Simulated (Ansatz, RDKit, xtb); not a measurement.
**Isomers of C4H5BO2, a sample narrowed down**

Which of a sample of isomers of C4H5BO2 is the most stable in the gas at 298.15 K, and what are its properties? The sample is small against all isomers, and the most stable one of this formula need not be in it.

The funnel: GFN2-xTB relaxations, single points with a density functional, relaxations at PBE0-D3(BJ)/def2-SVP, harmonic vibrations (at GFN2-xTB), and a last energy at a higher level. All values are calculated.

## (1) Candidates

Isomers were taken from a list of plausible structures; this is a sample, not all of them. That gives 6 candidates.

```
label       SMILES     spin
 c407  Bc1cc(O)co1  singlet
 c558    Bc1ccoc1O  singlet
 c668  Bc1coc(O)c1  singlet
 c727    Bc1cocc1O  singlet
 c819  Bc1ccc(O)o1  singlet
 c924    Bc1occc1O  singlet
```

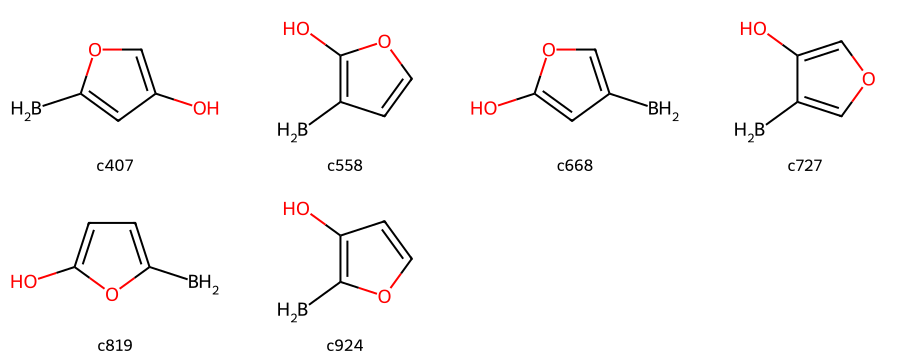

Structural formulas of the candidates.

Candidates are built by distance geometry, with a force field where one applies, in up to four conformers (letters a to d).

## (2) Cheap relaxation of all starts

All 6 starts are relaxed the same way. One of them, c407a (taken from a list of positional isomers, embedded by distance geometry and UFF), in full:

start.xyz

```xyz
12
c407a
C     -1.221151    -0.741614    -0.636546
C     -0.686986    -0.255839    -1.775415
C      0.052638    -1.343178    -2.278925
C     -0.158249    -2.387753    -1.458959
B     -2.195114    -0.001090     0.299662
O      0.842640    -1.329580    -3.465450
O     -0.905183    -2.032012    -0.473870
H     -2.663334    -0.507968     1.296341
H     -2.417566     1.185885     0.089240
H     -0.750384     0.703573    -2.194011
H      0.937254    -0.537776    -4.009375
H      0.282043    -3.377823    -1.537499
```

Launch:

```sh
$ xtb start.xyz --gfn 2 --opt
```

What it wrote:

```text
* xtb version 6.7.1
   ID    Z sym.   atoms
    1    6 C      1-4
    2    5 B      5
    3    8 O      6, 7
    4    1 H      8-12

           -------------------------------------------------
          |                Calculation Setup                |
           -------------------------------------------------

          program call               : xtb start.xyz --gfn 2 --opt
          coordinate file            : start.xyz
          omp threads                :                     2

           -------------------------------------------------
          |                 G F N 2 - x T B                 |
           -------------------------------------------------

      * Hamiltonian:
        H0-scaling (s, p, d)           1.850000    2.230000    2.230000
        zeta-weighting                 0.500000
      * Dispersion:
        s8                             2.700000
        a1                             0.520000
        a2                             5.000000
        s9                             5.000000
      * Repulsion:
        kExp                           1.500000    1.000000
        rExp                           1.000000
      * Coulomb:
        alpha                          2.000000
        third order                    shell-resolved
        anisotropic                    true
        a3                             3.000000
        a5                             4.000000
        cn-shift                       1.200000
        cn-exp                         4.000000
        max-rad                        5.000000

          ...................................................
          :                      SETUP                      :
          :.................................................:
          :  # basis functions                  33          :
          :  # atomic orbitals                  33          :
          :  # shells                           19          :
          :  # electrons                        36          :
          :  max. iterations                   250          :
          :  Hamiltonian                  GFN2-xTB          :
          :  restarted?                      false          :
          :  GBSA solvation                  false          :
          :  PC potential                    false          :
          :  electronic temp.          300.0000000     K    :
          :  accuracy                    1.0000000          :
          :  -> integral cutoff          0.2500000E+02      :
          :  -> integral neglect         0.1000000E-07      :
          :  -> SCF convergence          0.1000000E-05 Eh   :
          :  -> wf. convergence          0.1000000E-03 e    :
          :  Broyden damping             0.4000000          :
          :  net charge                          0          :
          :  unpaired electrons                  0          :
          ...................................................

[... 7 lines left out ...]
   *** convergence criteria satisfied after 13 iterations ***
[... 28 lines left out ...]
         :: total energy             -20.441411877094 Eh    ::
[... 39 lines left out ...]
          :   energy convergence         0.5000000E-05 Eh   :
          :   grad. convergence          0.1000000E-02 Eh/α :
[... 26 lines left out ...]
 * total energy  :   -20.4414119 Eh     change       -0.7588667E-09 Eh
[... 16 lines left out ...]
 * total energy  :   -20.4557522 Eh     change       -0.1434031E-01 Eh
[... 16 lines left out ...]
 * total energy  :   -20.4577904 Eh     change       -0.2038190E-02 Eh
[... 16 lines left out ...]
 * total energy  :   -20.4589859 Eh     change       -0.1195493E-02 Eh
[... 16 lines left out ...]
 * total energy  :   -20.4591938 Eh     change       -0.2079265E-03 Eh
[... 17 lines left out ...]
 * total energy  :   -20.4592399 Eh     change       -0.4614535E-04 Eh
[... 17 lines left out ...]
 * total energy  :   -20.4592602 Eh     change       -0.2028312E-04 Eh
[... 16 lines left out ...]
 * total energy  :   -20.4592613 Eh     change       -0.1097483E-05 Eh
[... 4 lines left out ...]
   *** GEOMETRY OPTIMIZATION CONVERGED AFTER 8 ITERATIONS ***
[... 2 lines left out ...]
 total energy gain   :        -0.0178494 Eh      -11.2007 kcal/mol
[... 15 lines left out ...]
 final structure:
[... 39 lines left out ...]
          |                Final Singlepoint                |
[... 18 lines left out ...]
          :  -> SCF convergence          0.1000000E-05 Eh   :
          :  -> wf. convergence          0.1000000E-03 e    :
[... 10 lines left out ...]
   *** convergence criteria satisfied after 3 iterations ***
[... 28 lines left out ...]
         :: total energy             -20.459261322230 Eh    ::
[... 64 lines left out ...]
Topologies differ in total number of bonds
Writing topology from bond orders to xtbtopo.mol

molecular dipole:
                 x           y           z       tot (Debye)
 q only:        0.092       0.403      -0.346
   full:        0.209       0.476      -0.558       1.939
molecular quadrupole (traceless):
                xx          xy          yy          xz          yz          zz
 q only:       -1.498       0.401      -1.464       0.920      -3.280       2.962
  q+dip:       -3.900       0.838      -0.038       1.593      -5.885       3.937
   full:       -2.541       1.549      -1.354       2.987      -4.900       3.895

           -------------------------------------------------
          |                Geometry Summary                 |
           -------------------------------------------------

      molecular mass/u    :       95.8924852
   center of mass at/Å    :       -0.5508722      -1.1754759      -1.4741592
  moments of inertia/u·Å² :        0.6809888E+02   0.2393907E+03   0.3074896E+03
rotational constants/cm⁻¹ :        0.2475464E+00   0.7041890E-01   0.5482342E-01

 * 12 selected distances

     #   Z          #   Z                                           value/Å
     1   6 C        2   6 C                                       1.3886217
     2   6 C        3   6 C                                       1.4047808
     3   6 C        4   6 C                                       1.3764933
     1   6 C        5   5 B                                       1.5203098 (max)
     3   6 C        6   8 O                                       1.3563441
     1   6 C        7   8 O                                       1.3622674
     4   6 C        7   8 O                                       1.3307183
     5   5 B        8   1 H                                       1.1665921
     5   5 B        9   1 H                                       1.1672542
     2   6 C       10   1 H                                       1.0723775
     6   8 O       11   1 H                                       0.9637624 (min)
     4   6 C       12   1 H                                       1.0715422

 * 6 distinct bonds (by element types)

   Z      Z             #   av. dist./Å        max./Å        min./Å
   1 H    5 B           2     1.1669231     1.1672542     1.1665921
   1 H    6 C           2     1.0719599     1.0723775     1.0715422
   5 B    6 C           1     1.5203098     1.5203098     1.5203098
   6 C    6 C           3     1.3899653     1.4047808     1.3764933
   1 H    8 O           1     0.9637624     0.9637624     0.9637624
   6 C    8 O           3     1.3497766     1.3622674     1.3307183

optimized geometry written to: xtbopt.xyz

           -------------------------------------------------
          | TOTAL ENERGY              -20.459261322230 Eh   |
          | GRADIENT NORM               0.000375966876 Eh/α |
          | HOMO-LUMO GAP               3.009633949386 eV   |
           -------------------------------------------------

------------------------------------------------------------------------
------------------------------------------------------------------------
 total:
 * wall-time:     0 d,  0 h,  0 min,  0.146 sec
 *  cpu-time:     0 d,  0 h,  0 min,  0.234 sec
 * ratio c/w:     1.602 speedup
 SCF:
 * wall-time:     0 d,  0 h,  0 min,  0.027 sec
 *  cpu-time:     0 d,  0 h,  0 min,  0.030 sec
 * ratio c/w:     1.136 speedup
 ANC optimizer:
 * wall-time:     0 d,  0 h,  0 min,  0.090 sec
 *  cpu-time:     0 d,  0 h,  0 min,  0.174 sec
 * ratio c/w:     1.937 speedup
```

It took 0.46 s on 2 threads of Intel Xeon at 2.50GHz (Skylake/Cascade Lake), shared host; peak memory 0.092 GiB.

## (3) What the search left

6 of the 6 relaxations converged. 6 distinct structures remain:

```
label  start  SMILES after     spin  energy (kcal/mol)
c819a  drawn   Bc1ccc(O)o1  singlet                0.0
c558a  drawn     Bc1ccoc1O  singlet                0.0
c924a  drawn     Bc1occc1O  singlet                0.8
c668a  drawn   Bc1coc(O)c1  singlet                2.2
c407a  drawn   Bc1cc(O)co1  singlet                2.5
c727a  drawn     Bc1cocc1O  singlet                3.0
```

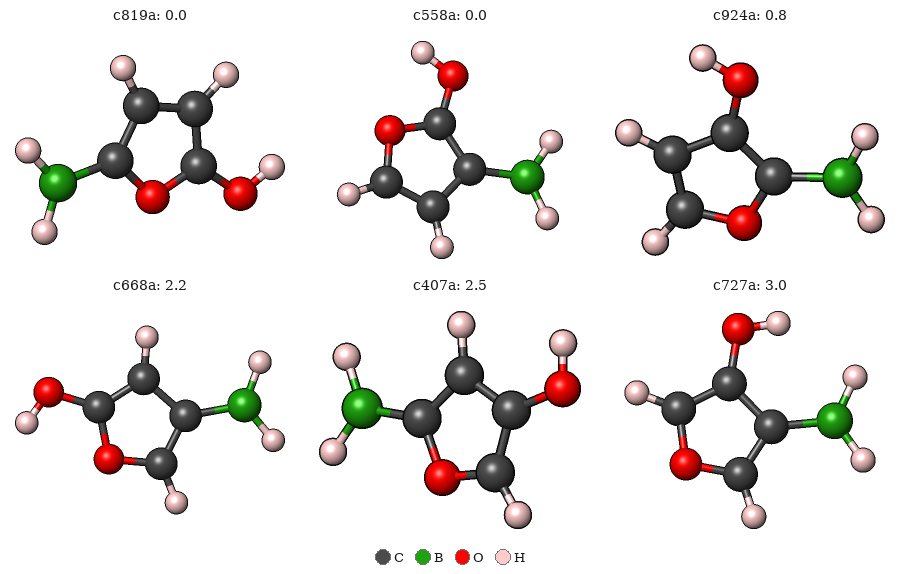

The 6 lowest minima that did not fall apart, with their GFN2-xTB energies in kcal/mol.

## (4) Single points on the low minima

A choice of the minima (the low ones first, few conformers of a pattern, up to a cap) and the lowest that fell apart get a single point at r2SCAN-D4/def2-SVP on the tight-binding geometry, and one at HF/STO-3G for comparison. The lowest singlets are also tried as triplets at the same geometry (label ending in t). The first, c819a:

input.yaml

```yaml
crystal:
  periodic: [false, false, false]
  atoms:
    - {symbol: C, position_ang: [-1.318385, -0.755541, -0.680820]}
    - {symbol: C, position_ang: [-0.059239, -1.319935, -0.560052]}
    - {symbol: C, position_ang: [0.517646, -1.371313, -1.836896]}
    - {symbol: C, position_ang: [-0.429634, -0.830863, -2.674927]}
    - {symbol: B, position_ang: [-2.384651, -0.455280, 0.351658]}
    - {symbol: O, position_ang: [-0.421436, -0.628260, -4.003713]}
    - {symbol: O, position_ang: [-1.513583, -0.463363, -2.016846]}
    - {symbol: H, position_ang: [-2.169474, -0.721907, 1.468168]}
    - {symbol: H, position_ang: [-3.394214, 0.031078, 0.025138]}
    - {symbol: H, position_ang: [0.385820, -1.655290, 0.354954]}
    - {symbol: H, position_ang: [1.482842, -1.745329, -2.113238]}
    - {symbol: H, position_ang: [0.413712, -0.932510, -4.377203]}
basis:
  gaussian:
    orbitals: def2-SVP
hamiltonian:
  xc: {name: r2SCAN}
  dispersion: d4
scf:
  lower_state_search: "off"
output:
  orbitals: {seedname: orbitals}
```

Launch:

```sh
$ ansatz run input.yaml --threads 2 --pin off --max-ram 5220MiB --events-out events.jsonl --progress --plain --runs-dir runs
```

What it wrote:

```text
Warning: RAYON_NUM_THREADS=2 ignored (pool sized by the plan → 2); use --threads N
Functional definition: r2SCAN
  name "r2SCAN"
  parameter k0 = 0.174
  parameter k1 = 0.065
  parameter a1 = 4.9479
  exchange = r2scan_x(k0 = k0, k1 = k1, a1 = a1)
  correlation = r2scan_c
these checks for a lower state are left out or cut short: stability, starts, cluster_reference, orbital_swaps, neighbouring_geometries, increment
1362 factors; their error is unknown
mean field evaluation 1: about -8979.7740 eV, gradient 5.5e1 eV
mean field evaluation 2: about -8975.6987 eV, gradient 7.0e1 eV
mean field evaluation 4: about -8987.0164 eV, gradient 4.9e0 eV
mean field evaluation 8: about -8987.0858 eV, gradient 3.6e-1 eV
mean field evaluation 16: about -8987.0162 eV, gradient 8.1e-4 eV
mean field -8987.01616927 eV, -330.2667526023 hartree, gradient 5.3e-6 eV, S^2 0.000000; 0 other end points of the search recorded, 0 dependent functions left out
reference -8987.01617934 eV, -330.2667529723 hartree; 25, 25 occupied and 98, 98 virtual orbitals, 1362 factors
Total energy: -8987.08547356 eV, -330.2692994881 hartree
Checks for a lower state left out: stability, starts, cluster_reference, orbital_swaps, neighbouring_geometries, increment
```

Wall time 6.2 s (2 threads of Intel Xeon at 2.50GHz (Skylake/Cascade Lake), shared host); peak memory 0.16 GiB.

Relative energies in kcal/mol, each column from its lowest structure that stays in one piece:

```
 label       SMILES     spin  GFN2-xTB  HF/STO-3G  r2SCAN-D4/def2-SVP
 c819a  Bc1ccc(O)o1  singlet       0.0        0.9                 0.0
 c558a    Bc1ccoc1O  singlet       0.0        0.0                 2.3
 c924a    Bc1occc1O  singlet       0.8        3.1                 4.0
 c668a  Bc1coc(O)c1  singlet       2.2        4.4                 6.7
 c407a  Bc1cc(O)co1  singlet       2.5        7.4                 7.9
 c727a    Bc1cocc1O  singlet       3.0        6.7                 8.1
c819at  Bc1ccc(O)o1  triplet         –          –                66.0
c924at    Bc1occc1O  triplet         –          –                70.6
c558at    Bc1ccoc1O  triplet         –          –                74.7
```

## (5) Refinement at PBE0-D3(BJ)/def2-SVP

6 candidates are relaxed at PBE0-D3(BJ)/def2-SVP (chosen among the lowest in one piece). The first, c819a:

input.yaml, as its differences from that of step 4:

```diff
@@ -18,8 +18,11 @@
     orbitals: def2-SVP
+magnetization:
+  spin_polarized: false
+  initial_magnetization: 0
 hamiltonian:
-  xc: {name: r2SCAN}
-  dispersion: d4
+  xc: pbe0
+  dispersion: d3bj
 scf:
-  lower_state_search: "off"
-output:
-  orbitals: {seedname: orbitals}
+  lower_state_search: off
+relax:
+  f_tol: 0.006
```

Launch:

```sh
$ ansatz run input.yaml --threads 2 --pin off --max-ram 5220MiB --events-out events.jsonl --progress --plain --runs-dir runs
```

What it wrote:

```text
Warning: RAYON_NUM_THREADS=2 ignored (pool sized by the plan → 2); use --threads N
The last accepted step is kept in runs//last_step.txt (removed where the run ends without a failure and the disk answers)
Functional definition: PBE0
  name "PBE0"
  parameter a = 0.25
  parameter kappa = 0.804
  parameter beta = 0.06672455060314922
  exchange = (1 - a)*pbe_x(kappa = kappa, mu = beta*pi^2/3) + a*exact_x
  correlation = pbe_c(beta = beta)
these checks for a lower state are left out or cut short: stability, starts, cluster_reference, orbital_swaps, neighbouring_geometries, increment
1396 factors; integrals over basis functions are off by at most 3.4e-4 eV
mean field evaluation 1: about -8976.1431 eV, gradient 4.9e1 eV
mean field evaluation 2: about -8975.4449 eV, gradient 5.4e1 eV
mean field evaluation 4: about -8981.7302 eV, gradient 2.7e0 eV
mean field evaluation 8: about -8981.8183 eV, gradient 8.3e-2 eV
mean field evaluation 16: about -8981.8183 eV, gradient 3.2e-5 eV
mean field -8981.81828126 eV, -330.0757337410 hartree, gradient 7.8e-6 eV, S^2 0.000000; 0 other end points of the search recorded, 0 dependent functions left out
the calculation of the forces begins
reference -8981.81830878 eV, -330.0757347526 hartree; 25, 25 occupied and 98, 98 virtual orbitals, 1396 factors
relax step   1: F+E_penalty+E_count = -8982.04208419 eV  Δ(F+E_penalty+E_count) = +0.000e0 eV  max|allowed force component| = 9.872e-1 eV/Å  Δτ_max = 0.0000 Å  (16 SCF iters, accepted)
these checks for a lower state are left out or cut short: stability, starts, cluster_reference, orbital_swaps, neighbouring_geometries, increment
1396 factors; integrals over basis functions are off by at most 3.9e-4 eV
mean field -8981.89271539 eV, -330.0784691451 hartree, gradient 1.3e-6 eV, S^2 0.000000; 0 other end points of the search recorded, 0 dependent functions left out
the calculation of the forces begins
reference -8981.89274298 eV, -330.0784701589 hartree; 25, 25 occupied and 98, 98 virtual orbitals, 1396 factors
relax step   2: F+E_penalty+E_count = -8982.11663260 eV  Δ(F+E_penalty+E_count) = -7.455e-2 eV  max|allowed force component| = 4.067e-1 eV/Å  Δτ_max = 0.0340 Å  (21 SCF iters, accepted)
these checks for a lower state are left out or cut short: stability, starts, cluster_reference, orbital_swaps, neighbouring_geometries, increment
1396 factors; integrals over basis functions are off by at most 4.1e-4 eV
mean field evaluation 32: about -8981.9024 eV, gradient 9.4e-7 eV
mean field -8981.90240917 eV, -330.0788253850 hartree, gradient 1.3e-6 eV, S^2 0.000000; 0 other end points of the search recorded, 0 dependent functions left out
the calculation of the forces begins
reference -8981.90243680 eV, -330.0788264001 hartree; 25, 25 occupied and 98, 98 virtual orbitals, 1396 factors
relax step   3: F+E_penalty+E_count = -8982.12649794 eV  Δ(F+E_penalty+E_count) = -9.865e-3 eV  max|allowed force component| = 9.653e-2 eV/Å  Δτ_max = 0.0123 Å  (22 SCF iters, accepted)
[... 5 lines left out ...]
relax step   4: F+E_penalty+E_count = -8982.12665096 eV  Δ(F+E_penalty+E_count) = -1.530e-4 eV  max|allowed force component| = 2.874e-2 eV/Å  Δτ_max = 0.0039 Å  (15 SCF iters, accepted)
[... 5 lines left out ...]
relax step   5: F+E_penalty+E_count = -8982.12676307 eV  Δ(F+E_penalty+E_count) = -1.121e-4 eV  max|allowed force component| = 1.634e-2 eV/Å  Δτ_max = 0.0035 Å  (14 SCF iters, accepted)
these checks for a lower state are left out or cut short: stability, starts, cluster_reference, orbital_swaps, neighbouring_geometries, increment
1396 factors; integrals over basis functions are off by at most 4.1e-4 eV
mean field -8981.90267847 eV, -330.0788352816 hartree, gradient 2.7e-6 eV, S^2 0.000000; 0 other end points of the search recorded, 0 dependent functions left out
the calculation of the forces begins
reference -8981.90270611 eV, -330.0788362972 hartree; 25, 25 occupied and 98, 98 virtual orbitals, 1396 factors
relax step   6: F+E_penalty+E_count = -8982.12677328 eV  Δ(F+E_penalty+E_count) = -1.021e-5 eV  max|allowed force component| = 3.168e-3 eV/Å  Δτ_max = 0.0009 Å  (13 SCF iters, accepted)
Total energy: -8982.12680091 eV, -330.0870716294 hartree
Atom 0 at    -1.314415    -0.758396    -0.678665 Å, force     0.001444    -0.000612    -0.000235 eV/Å
Atom 1 at    -0.052488    -1.322722    -0.560578 Å, force     0.000859    -0.000506     0.000346 eV/Å
Atom 2 at     0.537156    -1.379346    -1.838328 Å, force     0.000022    -0.000142     0.000552 eV/Å
Atom 3 at    -0.418755    -0.835128    -2.679345 Å, force     0.001298    -0.000851     0.002134 eV/Å
Atom 4 at    -2.383826    -0.452776     0.332171 Å, force    -0.001131     0.000463     0.000293 eV/Å
Atom 5 at    -0.448346    -0.619697    -3.983855 Å, force    -0.000498     0.000242    -0.000184 eV/Å
Atom 6 at    -1.498044    -0.468839    -2.031227 Å, force    -0.002967     0.001748    -0.003168 eV/Å
Atom 7 at    -2.163230    -0.727806     1.488340 Å, force    -0.000563     0.000177     0.000303 eV/Å
Atom 8 at    -3.430262     0.050945     0.003699 Å, force    -0.000175     0.000050     0.000306 eV/Å
Atom 9 at     0.384583    -1.657788     0.378807 Å, force     0.001589    -0.000471    -0.000796 eV/Å
Atom 10 at     1.516301    -1.759061    -2.121088 Å, force     0.000112    -0.000072     0.000135 eV/Å
Atom 11 at     0.380732    -0.917899    -4.373707 Å, force     0.000010    -0.000026     0.000314 eV/Å
Dipole moment:     0.758852    -0.259927    -0.440449 e Å
Checks for a lower state left out: stability, starts, cluster_reference, orbital_swaps, neighbouring_geometries, increment
```

Wall time 66 s (2 threads of Intel Xeon at 2.50GHz (Skylake/Cascade Lake), shared host); peak memory 0.28 GiB.

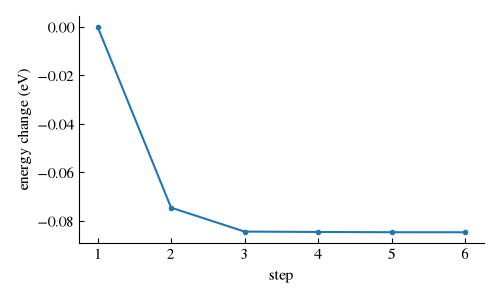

Energy along the run, all evaluated steps.

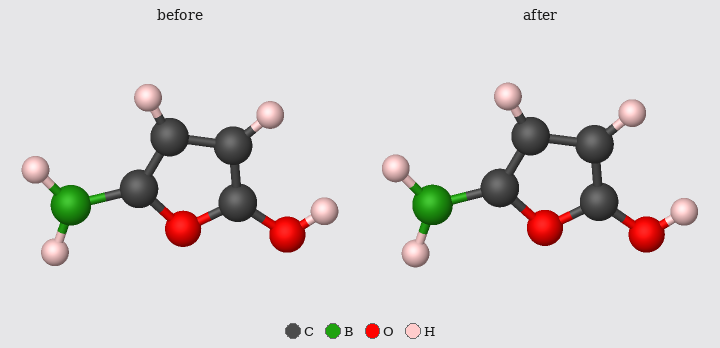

Before and after, at one scale.

After the run. Bond lengths: C1–C2 1.387 Å, C2–C3 1.408 Å, C3–C4 1.385 Å, C1–B5 1.503 Å, C4–O6 1.323 Å, C1–O7 1.395 Å, C4–O7 1.311 Å, B5–H8 1.209 Å, B5–H9 1.207 Å, C2–H10 1.089 Å, C3–H11 1.088 Å, O6–H12 0.963 Å. Some angles: C1–C2–C3 108.7°, C2–C1–B5 132.3°, C2–C1–O7 106.7°, B5–C1–O7 121.1°, C2–C3–C4 104.3°, C3–C4–O6 132.7°, C3–C4–O7 112.2°, O6–C4–O7 115.1°, C1–O7–C4 108.2°, C1–C2–H10 124.3°.

## (6) The relaxed candidates

```
label     spin  r2SCAN-D4/def2-SVP (kcal/mol)  PBE0-D3(BJ)/def2-SVP, relaxed (kcal/mol)  time
c819a  singlet                            0.0                                       0.0  66 s
c558a  singlet                            2.3                                       1.9  85 s
c924a  singlet                            4.0                                       4.2  73 s
c668a  singlet                            6.7                                       6.2  85 s
c727a  singlet                            8.1                                       7.7  76 s
c407a  singlet                            7.9                                       8.2  60 s
```

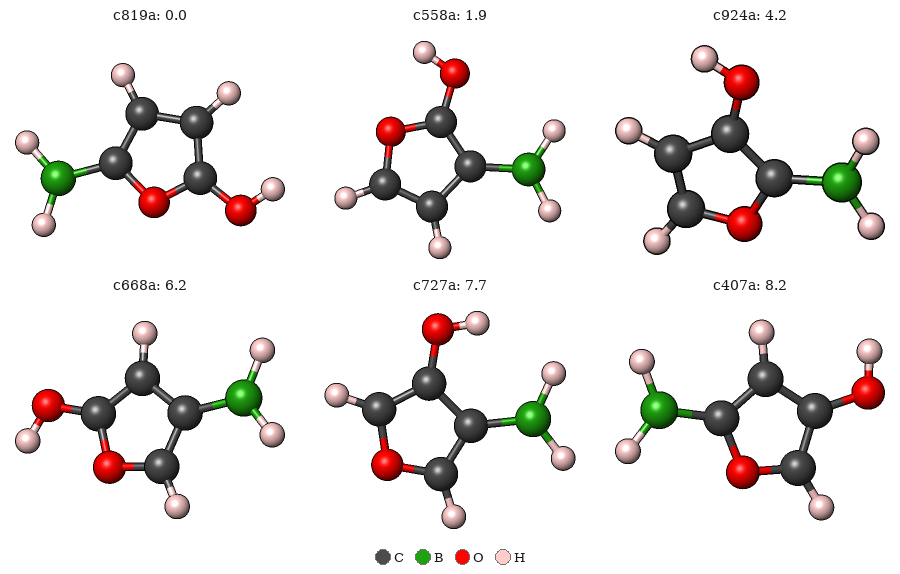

The relaxed structures, with energies at PBE0-D3(BJ)/def2-SVP in kcal/mol.

[end of part 1 of 2]
